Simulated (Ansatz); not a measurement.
**C2H5Na: an energy map over bond length Na1–C2 and angle H4–C2–Na1**

A grid of calculations on C₂H₅Na, SMILES C[CH2][Na], to see where the energy is lowest and how it rises around there.

Method: RKS wB97X-V/def2-TZVP; program: Ansatz 0.2.0.

### 1 Starting geometry

SMILES `C[CH2][Na]`, 8 atoms, charge 0, spin multiplicity 1.

Atoms are counted from 1 here; the program's logs count them from 0.

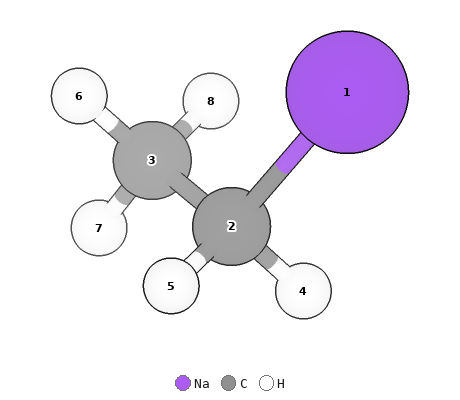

The starting geometry (sodium purple, carbon grey, hydrogen white); atoms are numbered from 1 in the order of the file.

Coordinates:

```tsv
atom	x (Å)	y (Å)	z (Å)
Na1	-1.9083	1.8338	-0.4357
C2	-0.1551	0.2658	-0.6471
C3	0.3075	-0.4052	0.6435
H4	-0.5189	-0.4832	-1.3853
H5	0.6767	0.8197	-1.1364
H6	0.6835	0.3257	1.3931
H7	1.1399	-1.1410	0.4937
H8	-0.5077	-0.9715	1.1458
```

This geometry comes from a loose relaxation at PBE in a small basis, which is not shown.

### 2 Relaxing the molecule

input.yaml

```yaml
crystal:
  periodic: [false, false, false]
  atoms:
    - { symbol: Na, position_ang: [-1.908283, 1.833805, -0.435683] }
    - { symbol: C, position_ang: [-0.155129, 0.265797, -0.647089] }
    - { symbol: C, position_ang: [0.307525, -0.405217, 0.643484] }
    - { symbol: H, position_ang: [-0.518892, -0.483183, -1.385253] }
    - { symbol: H, position_ang: [0.676729, 0.819714, -1.136356] }
    - { symbol: H, position_ang: [0.683546, 0.325705, 1.39309] }
    - { symbol: H, position_ang: [1.139868, -1.141004, 0.493719] }
    - { symbol: H, position_ang: [-0.507655, -0.971547, 1.145797] }
basis:
  gaussian: { orbitals: def2-TZVP }
hamiltonian:
  xc: { name: wB97X-V }
output:
  forces: true
relax:
  f_tol: 0.003
  max_steps: 120
```

The run is started by

```sh
$ ansatz run input.yaml --threads 1 --pin off --max-ram 2560MiB --backend cpu --events-out ev --progress --plain --runs-dir out
```

What it wrote, shortened:

```text
Warning: RAYON_NUM_THREADS=1 ignored (pool sized by the plan → 1); use --threads N
[...]
Functional definition: wB97X-V
[...]
      + integral(e_c_pw_opposite_spin*poly(b97_u_opposite, cos0, cos1)) + vv10(b, c)
857 factors; their error is unknown
325 factors; integrals over basis functions are off by at most 5.2e-6 eV
[...]
mean field -6569.75857748 eV, -241.4341745801 hartree, gradient 7.1e-5 eV, S^2 0.000000; 0 other end points of the search recorded, 0 dependent functions left out
[...]
reference -6569.75857523 eV, -241.4341744973 hartree; 14, 14 occupied and 110, 110 virtual orbitals, 857 factors
relax step   1: F+E_penalty+E_count = -6569.75857748 eV  Δ(F+E_penalty+E_count) = +0.000e0 eV  max|allowed force component| = 4.697e-1 eV/Å  Δτ_max = 0.0000 Å  (29 SCF iters, accepted)
[...]
relax step   5: F+E_penalty+E_count = -6569.78853568 eV  Δ(F+E_penalty+E_count) = -7.505e-6 eV  max|allowed force component| = 5.901e-3 eV/Å  Δτ_max = 0.0011 Å  (35 SCF iters, accepted)
[...]
relax step   6: F+E_penalty+E_count = -6569.78853863 eV  Δ(F+E_penalty+E_count) = -2.946e-6 eV  max|allowed force component| = 3.140e-4 eV/Å  Δτ_max = 0.0006 Å  (36 SCF iters, accepted)
857 factors; their error is unknown
325 factors; integrals over basis functions are off by at most 5.2e-6 eV
[...]
mean field -6569.78853863 eV, -241.4352756321 hartree, gradient 1.5e-5 eV, S^2 0.000000; 1 other end points of the search recorded, 0 dependent functions left out
[...]
reference -6569.78853638 eV, -241.4352755492 hartree; 14, 14 occupied and 110, 110 virtual orbitals, 857 factors
Total energy: -6569.78853638 eV, -241.4352755492 hartree
Atom 0 at    -1.893512     1.820705    -0.435658 Å, force    -0.000094     0.000060     0.000119 eV/Å
Atom 1 at    -0.174027     0.282222    -0.642779 Å, force     0.000258    -0.000275     0.000155 eV/Å
Atom 2 at     0.307550    -0.405064     0.642652 Å, force    -0.000314     0.000278     0.000144 eV/Å
Atom 3 at    -0.499019    -0.480229    -1.365547 Å, force     0.000059    -0.000016    -0.000168 eV/Å
Atom 4 at     0.672063     0.795862    -1.121998 Å, force     0.000080    -0.000046    -0.000160 eV/Å
Atom 5 at     0.677212     0.318645     1.380294 Å, force     0.000067    -0.000099     0.000002 eV/Å
Atom 6 at     1.126306    -1.125260     0.479004 Å, force    -0.000160     0.000175    -0.000109 eV/Å
Atom 7 at    -0.498864    -0.962810     1.135742 Å, force     0.000105    -0.000077     0.000017 eV/Å
Dipole moment:    -0.970033     0.883752     0.033915 e Å
```

It took 2.8 min on 1 thread of Arm Neoverse N1, shared host; peak memory 0.3 GiB.

Relaxation path:

```tsv
step	energy from step 1 (eV)	largest force component (eV/Å)
1	0.0000	0.4697
2	-0.0277	0.3002
3	-0.0298	0.0757
4	-0.0300	0.0156
5	-0.0300	0.0059
6	-0.0300	0.0003
```

Close pairs (by a distance rule), those that changed most:

```tsv
bond	before (Å)	after (Å)	change (Å)
Na1–C2	2.362	2.317	-0.045
C3–H7	1.121	1.103	-0.018
C3–H8	1.112	1.098	-0.015
C3–H6	1.112	1.098	-0.015
C2–H5	1.113	1.100	-0.013
C2–H4	1.113	1.100	-0.013
C2–C3	1.526	1.535	+0.009
```

### 3 The grid

The axes are (1) bond length Na1–C2: 11 values from 1.992 to 3.243 Å; (2) angle H4–C2–Na1: 11 values from 72.4 to 142.4 °.

Nothing else is relaxed (all other coordinates rigid). Energies count from the relaxed molecule at the same level.

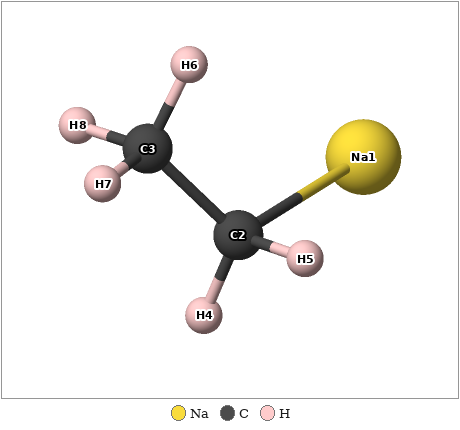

The geometry at bond length Na1–C2 = 2.868 Å, angle H4–C2–Na1 = 93.4°.

Of the runs on the grid, 3 are shown in the steps below; the others differ only in the two coordinates.

### 4 Point bond length Na1–C2 = 2.868 Å, angle H4–C2–Na1 = 93.4°

input.yaml

```yaml
crystal:
  periodic: [false, false, false]
  atoms:
    - { symbol: Na, position_ang: [-1.893512, 1.820705, -0.435658] }
    - { symbol: C, position_ang: [0.235282, -0.084001, -0.692082] }
    - { symbol: C, position_ang: [0.716859, -0.771287, 0.593348] }
    - { symbol: H, position_ang: [-0.312495, -0.695979, -1.423361] }
    - { symbol: H, position_ang: [1.081372, 0.429639, -1.171302] }
    - { symbol: H, position_ang: [1.086521, -0.047578, 1.330991] }
    - { symbol: H, position_ang: [1.535615, -1.491483, 0.429701] }
    - { symbol: H, position_ang: [-0.089555, -1.329033, 1.086439] }
basis:
  gaussian: { orbitals: def2-TZVP }
hamiltonian:
  xc: { name: wB97X-V }
output:
  forces: true
```

The run is started by

```sh
$ ansatz run input.yaml --threads 1 --pin off --max-ram 2560MiB --backend cpu --events-out ev --progress --plain --runs-dir out
```

What it wrote, shortened:

```text
Warning: RAYON_NUM_THREADS=1 ignored (pool sized by the plan → 1); use --threads N
[...]
[... 1 set-up line as earlier in the session ...]
[...]
      + integral(e_c_pw_opposite_spin*poly(b97_u_opposite, cos0, cos1)) + vv10(b, c)
857 factors; their error is unknown
309 factors; integrals over basis functions are off by at most 3.3e-5 eV
[...]
mean field -6569.29821438 eV, -241.4172565481 hartree, gradient 7.4e-5 eV, S^2 0.000000; 0 other end points of the search recorded, 0 dependent functions left out
[...]
reference -6569.29821184 eV, -241.4172564550 hartree; 14, 14 occupied and 110, 110 virtual orbitals, 857 factors
Total energy: -6569.29821184 eV, -241.4172564550 hartree
Atom 0 at    -1.893512     1.820705    -0.435658 Å, force     0.891303    -0.709797    -0.048898 eV/Å
Atom 1 at     0.235282    -0.084001    -0.692082 Å, force    -0.601424     1.045783     0.299541 eV/Å
Atom 2 at     0.716859    -0.771287     0.593348 Å, force    -0.412589    -0.072120    -0.207187 eV/Å
Atom 3 at    -0.312495    -0.695979    -1.423361 Å, force     0.424621    -0.211881     0.286392 eV/Å
Atom 4 at     1.081372     0.429639    -1.171302 Å, force    -0.310722    -0.056674    -0.137926 eV/Å
Atom 5 at     1.086521    -0.047578     1.330991 Å, force    -0.017757    -0.000284    -0.103716 eV/Å
Atom 6 at     1.535615    -1.491483     0.429701 Å, force     0.009859    -0.009895    -0.079786 eV/Å
Atom 7 at    -0.089555    -1.329033     1.086439 Å, force     0.016708     0.014869    -0.008421 eV/Å
Dipole moment:    -1.120352     0.946262     0.032836 e Å
```

It took 21 s on 1 thread of Arm Neoverse N1, shared host; peak memory 0.28 GiB.

Energy on the map's scale: 47 kJ/mol.

### 5 Grid point bond length Na1–C2 = 2.368 Å, angle H4–C2–Na1 = 107.4°

input.yaml

```yaml
crystal:
  periodic: [false, false, false]
  atoms:
    - { symbol: Na, position_ang: [-1.893512, 1.820705, -0.435658] }
    - { symbol: C, position_ang: [-0.135846, 0.248061, -0.647378] }
    - { symbol: C, position_ang: [0.34573, -0.439225, 0.638053] }
    - { symbol: H, position_ang: [-0.461659, -0.51394, -1.370253] }
    - { symbol: H, position_ang: [0.710244, 0.761701, -1.126597] }
    - { symbol: H, position_ang: [0.715392, 0.284484, 1.375695] }
    - { symbol: H, position_ang: [1.164486, -1.159421, 0.474405] }
    - { symbol: H, position_ang: [-0.460683, -0.996971, 1.131143] }
basis:
  gaussian: { orbitals: def2-TZVP }
hamiltonian:
  xc: { name: wB97X-V }
output:
  forces: true
```

The run is started by

```sh
$ ansatz run input.yaml --threads 1 --pin off --max-ram 2560MiB --backend cpu --events-out ev --progress --plain --runs-dir out
```

What it wrote, shortened:

```text
Warning: RAYON_NUM_THREADS=1 ignored (pool sized by the plan → 1); use --threads N
[...]
[... 1 set-up line as earlier in the session ...]
[...]
      + integral(e_c_pw_opposite_spin*poly(b97_u_opposite, cos0, cos1)) + vv10(b, c)
857 factors; their error is unknown
309 factors; integrals over basis functions are off by at most 2.7e-5 eV
[...]
mean field -6569.78204958 eV, -241.4350371637 hartree, gradient 7.9e-5 eV, S^2 0.000000; 0 other end points of the search recorded, 0 dependent functions left out
[...]
reference -6569.78204732 eV, -241.4350370810 hartree; 14, 14 occupied and 110, 110 virtual orbitals, 857 factors
Total energy: -6569.78204732 eV, -241.4350370810 hartree
Atom 0 at    -1.893512     1.820705    -0.435658 Å, force     0.182190    -0.162984    -0.020154 eV/Å
Atom 1 at    -0.135846     0.248061    -0.647378 Å, force    -0.132493     0.120947     0.014087 eV/Å
Atom 2 at     0.345730    -0.439225     0.638053 Å, force    -0.021590     0.016310     0.008201 eV/Å
Atom 3 at    -0.461659    -0.513940    -1.370253 Å, force    -0.013095     0.011346     0.006807 eV/Å
Atom 4 at     0.710244     0.761701    -1.126597 Å, force    -0.015340     0.012146     0.005057 eV/Å
Atom 5 at     0.715392     0.284484     1.375695 Å, force    -0.000831    -0.000608    -0.002900 eV/Å
Atom 6 at     1.164486    -1.159421     0.474405 Å, force     0.000097     0.001542    -0.008996 eV/Å
Atom 7 at    -0.460683    -0.996971     1.131143 Å, force     0.001061     0.001302    -0.002102 eV/Å
Dipole moment:    -0.987795     0.899273     0.036607 e Å
```

Wall time 26 s (1 thread of Arm Neoverse N1, shared host); peak memory 0.28 GiB.

Energy on the map's scale: 0.6 kJ/mol.

### 6 Grid point bond length Na1–C2 = 2.242 Å, angle H4–C2–Na1 = 93.4°

input.yaml

```yaml
crystal:
  periodic: [false, false, false]
  atoms:
    - { symbol: Na, position_ang: [-1.893512, 1.820705, -0.435658] }
    - { symbol: C, position_ang: [-0.229371, 0.33174, -0.636112] }
    - { symbol: C, position_ang: [0.252206, -0.355546, 0.649318] }
    - { symbol: H, position_ang: [-0.777148, -0.280238, -1.367391] }
    - { symbol: H, position_ang: [0.616719, 0.84538, -1.115332] }
    - { symbol: H, position_ang: [0.621868, 0.368163, 1.386961] }
    - { symbol: H, position_ang: [1.070962, -1.075742, 0.485671] }
    - { symbol: H, position_ang: [-0.554208, -0.913291, 1.142408] }
basis:
  gaussian: { orbitals: def2-TZVP }
hamiltonian:
  xc: { name: wB97X-V }
output:
  forces: true
```

The run is started by

```sh
$ ansatz run input.yaml --threads 1 --pin off --max-ram 2560MiB --backend cpu --events-out ev --progress --plain --runs-dir out
```

What it wrote, shortened:

```text
Warning: RAYON_NUM_THREADS=1 ignored (pool sized by the plan → 1); use --threads N
[...]
[... 1 set-up line as earlier in the session ...]
[...]
      + integral(e_c_pw_opposite_spin*poly(b97_u_opposite, cos0, cos1)) + vv10(b, c)
857 factors; their error is unknown
309 factors; integrals over basis functions are off by at most 2.8e-5 eV
[...]
mean field -6569.67399754 eV, -241.4310663246 hartree, gradient 7.2e-5 eV, S^2 0.000000; 0 other end points of the search recorded, 0 dependent functions left out
[...]
reference -6569.67399532 eV, -241.4310662429 hartree; 14, 14 occupied and 110, 110 virtual orbitals, 857 factors
Total energy: -6569.67399532 eV, -241.4310662429 hartree
Atom 0 at    -1.893512     1.820705    -0.435658 Å, force    -0.341879     0.410672     0.099782 eV/Å
Atom 1 at    -0.229371     0.331740    -0.636112 Å, force     0.160588     0.535310     0.315100 eV/Å
Atom 2 at     0.252206    -0.355546     0.649318 Å, force    -0.187367    -0.279526    -0.311510 eV/Å
Atom 3 at    -0.777148    -0.280238    -1.367391 Å, force     0.544448    -0.415053     0.156404 eV/Å
Atom 4 at     0.616719     0.845380    -1.115332 Å, force    -0.171343    -0.218500    -0.224018 eV/Å
Atom 5 at     0.621868     0.368163     1.386961 Å, force    -0.013858     0.006178    -0.075200 eV/Å
Atom 6 at     1.070962    -1.075742     0.485671 Å, force     0.001764    -0.034697     0.018606 eV/Å
Atom 7 at    -0.554208    -0.913291     1.142408 Å, force     0.007646    -0.004383     0.020837 eV/Å
Dipole moment:    -0.955303     0.800866     0.001736 e Å
```

Wall time 23 s (1 thread of Arm Neoverse N1, shared host); peak memory 0.28 GiB.

That is 11 kJ/mol from the zero.

### 7 All points together

121 points were computed. Energies in kJ/mol, from the relaxed molecule at the same level:

| angle H4–C2–Na1 (°) ↓, bond length Na1–C2 (Å) → | 1.992 | 2.117 | 2.242 | 2.368 | 2.493 | 2.618 | 2.743 | 2.868 | 2.993 | 3.118 | 3.243 |
| --- | --- | --- | --- | --- | --- | --- | --- | --- | --- | --- | --- |
| 142.4 | 100 | 77 | 70 | 73 | 81 | 94 | 109 | 125 | 142 | 159 | 175 |
| 135.4 | 76 | 52 | 44 | 46 | 54 | 66 | 80 | 96 | 113 | 129 | 146 |
| 128.4 | 58 | 33 | 24 | 25 | 33 | 44 | 59 | 74 | 90 | 107 | 123 |
| 121.4 | 47 | 21 | 11 | 11 | 18 | 29 | 43 | 58 | 74 | 90 | 107 |
| 114.4 | 41 | 14 | 4 | 3 | 10 | 20 | 34 | 48 | 64 | 80 | 96 |
| 107.4 | 40 | 13 | 2 | 1 | 6 | 16 | 29 | 43 | 59 | 74 | 90 |
| 100.4 | 44 | 16 | 4 | 3 | 8 | 17 | 30 | 43 | 58 | 73 | 88 |
| 93.4 | 51 | 23 | 11 | 9 | 14 | 23 | 34 | 47 | 61 | 76 | 90 |
| 86.4 | 63 | 34 | 22 | 19 | 23 | 31 | 42 | 55 | 68 | 82 | 96 |
| 79.4 | 78 | 49 | 35 | 32 | 35 | 43 | 53 | 65 | 78 | 91 | 104 |
| 72.4 | 97 | 66 | 52 | 48 | 50 | 57 | 66 | 77 | 89 | 102 | 114 |

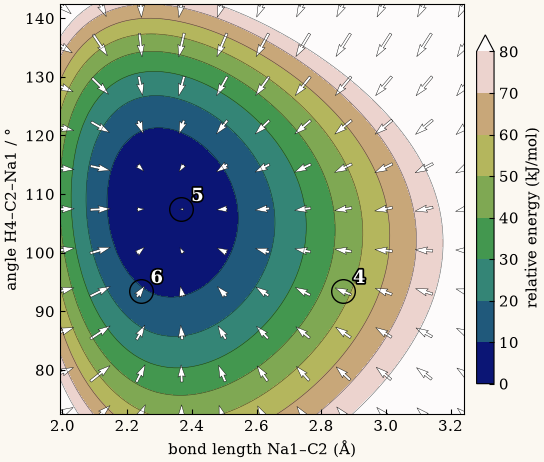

The map; numbers mark the steps of this session that print a point's run. The picture shows filled contours, arrows along the force (downhill), longer where it is stronger, one colour for all values above the top of the scale. Between grid points the surface is interpolated.

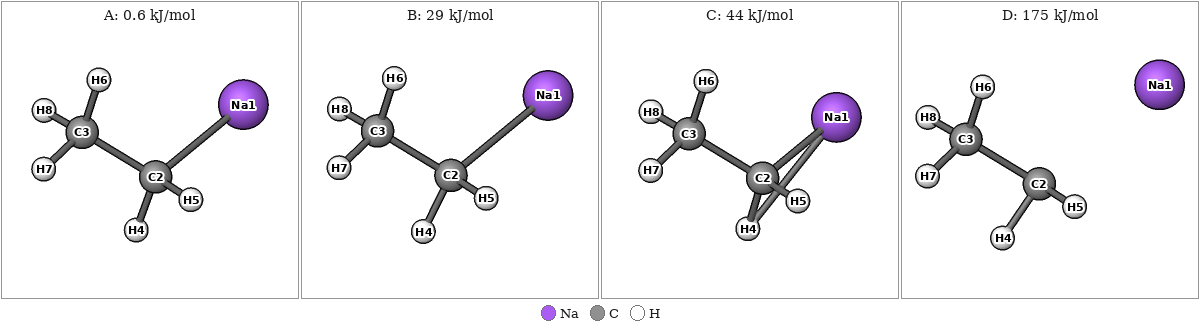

Structures on the grid, at one scale: A at bond length Na1–C2 = 2.368 Å, angle H4–C2–Na1 = 107.4°; B at bond length Na1–C2 = 2.618 Å, angle H4–C2–Na1 = 121.4°; C at bond length Na1–C2 = 1.992 Å, angle H4–C2–Na1 = 100.4°; D at bond length Na1–C2 = 3.243 Å, angle H4–C2–Na1 = 142.4°.

On the same grid, largest force on an atom (eV/Å):

```tsv
angle H4–C2–Na1 (°) ↓, bond length Na1–C2 (Å) →	1.992	2.117	2.242	2.368	2.493	2.618	2.743	2.868	2.993	3.118	3.243
142.4	4.51	3.09	2.40	2.46	2.50	2.54	2.57	2.59	2.61	2.62	2.63
135.4	4.24	2.81	1.94	1.90	1.94	1.98	2.00	2.03	2.05	2.06	2.07
128.4	3.88	2.46	1.59	1.36	1.41	1.44	1.47	1.50	1.52	1.54	1.55
121.4	3.48	2.05	1.19	0.87	0.91	1.05	1.21	1.30	1.34	1.34	1.33
114.4	3.06	1.63	0.76	0.42	0.73	1.01	1.17	1.26	1.31	1.32	1.30
107.4	3.11	1.50	0.45	0.25	0.68	0.96	1.13	1.23	1.27	1.29	1.28
100.4	3.15	1.55	0.49	0.58	0.83	0.94	1.09	1.19	1.23	1.25	1.24
93.4	3.18	1.58	0.70	0.95	1.17	1.27	1.29	1.24	1.19	1.21	1.20
86.4	3.21	1.63	1.00	1.28	1.47	1.55	1.56	1.51	1.42	1.32	1.21
79.4	3.28	1.69	1.31	1.54	1.70	1.76	1.76	1.70	1.62	1.52	1.41
72.4	3.44	1.81	1.53	1.72	1.84	1.89	1.87	1.81	1.73	1.63	1.53
```

On the same grid, dipole moment (D):

```tsv
angle H4–C2–Na1 (°) ↓, bond length Na1–C2 (Å) →	1.992	2.117	2.242	2.368	2.493	2.618	2.743	2.868	2.993	3.118	3.243
142.4	5.87	6.28	6.66	7.04	7.40	7.76	8.12	8.47	8.82	9.16	9.50
135.4	5.79	6.18	6.56	6.92	7.26	7.60	7.93	8.26	8.59	8.92	9.24
128.4	5.70	6.09	6.45	6.79	7.11	7.43	7.74	8.05	8.36	8.66	8.96
121.4	5.61	5.99	6.33	6.66	6.96	7.26	7.55	7.84	8.12	8.40	8.67
114.4	5.54	5.90	6.23	6.53	6.82	7.10	7.36	7.63	7.88	8.14	8.39
107.4	5.47	5.82	6.13	6.42	6.68	6.94	7.18	7.42	7.65	7.88	8.10
100.4	5.42	5.76	6.05	6.32	6.56	6.79	7.01	7.22	7.43	7.63	7.83
93.4	5.39	5.71	5.99	6.23	6.46	6.66	6.86	7.05	7.23	7.40	7.57
86.4	5.39	5.69	5.95	6.18	6.38	6.56	6.73	6.89	7.04	7.19	7.33
79.4	5.41	5.70	5.94	6.15	6.32	6.48	6.63	6.76	6.89	7.01	7.13
72.4	5.47	5.75	5.97	6.15	6.30	6.44	6.56	6.67	6.77	6.87	6.96
```

### 8 Summary of results

```
                       quantity                                                                                                                                                       value
                   lowest point                                                                                          bond length Na1–C2 = 2.368 Å, angle H4–C2–Na1 = 107.4°, 0.6 kJ/mol
         highest computed point                                                                         bond length Na1–C2 = 3.243 Å, angle H4–C2–Na1 = 142.4°, 175 kJ/mol above the lowest
largest force on an atom (eV/Å)  0.25 at bond length Na1–C2 = 2.368 Å, angle H4–C2–Na1 = 107.4° to 4.51 at bond length Na1–C2 = 1.992 Å, angle H4–C2–Na1 = 142.4°; 0.25 at the lowest point
              dipole moment (D)   5.39 at bond length Na1–C2 = 1.992 Å, angle H4–C2–Na1 = 86.4° to 9.50 at bond length Na1–C2 = 3.243 Å, angle H4–C2–Na1 = 142.4°; 6.42 at the lowest point
        time for the whole task                                                                                                                             50 min on 1 thread, shared host
```

The lowest computed point is at bond length Na1–C2 = 2.368 Å, angle H4–C2–Na1 = 107.4°, 0.6 kJ/mol from the relaxed molecule at the same level. The grid is coarse, so the lowest point of the scanned range may lie between grid points; coordinates that were held can hide deeper minima. The grid shows no other well, apart from its symmetry copies. The highest computed point, bond length Na1–C2 = 3.243 Å, angle H4–C2–Na1 = 142.4°, lies 175 kJ/mol above the lowest. Round the minimum the two coordinates are nearly uncoupled.
